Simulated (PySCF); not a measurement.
Vertical excitations of a molecule C2H6BBrO from TDA-LC-ωPBE/def2-SVPD run with PySCF, as energy in eV (oscillator strength): 7.11 (0.000), 7.55 (0.001), 7.79 (0.091), 8.06 (0.085), 8.25 (0.061), 8.42 (0.034), 8.52 (0.003), 8.91 (0.077), 9.13 (0.024), 9.45 (0.042). Lowest triplet (TDA): 6.69 eV. The structure is a stationary point at B3LYP-D3(BJ)/def2-SVP. The values are those of a single conformer.

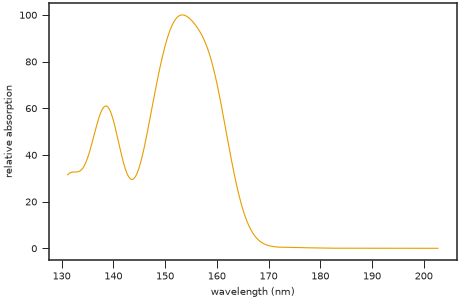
*The lines broadened by 0.4 eV.*

Question: Which structure fits?
(A) CCB(O)Br
(B) CCOBBr
(C) COB(C)Br

Answer: A, CCB(O)Br
